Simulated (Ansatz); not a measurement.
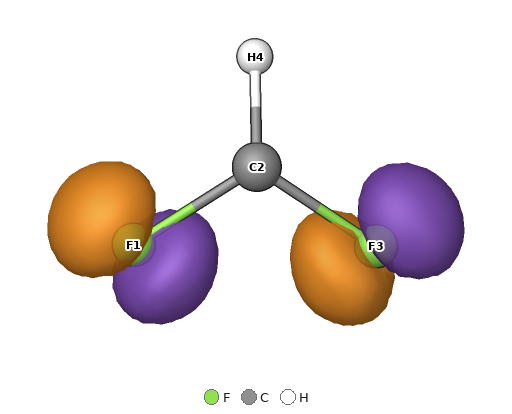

CHF₂ (SMILES F[CH]F) (doublet). The HOMO−1 (β) at ±0.3 Å⁻³ᐟ² (orange and purple are the two phases), seen across its widest extent.

Geometry: PBE0-D4/def2-TZVP.

The calculation used Ansatz 0.2.0, UKS PBE0-D4/def2-TZVPP.

### What is the character of this orbital?

By Hirshfeld shares it lies mainly on F1 (about 45 %) and F3 (about 45 %); largely a combination of lone pairs on F1 and F3. Its energy is −12.23 eV.
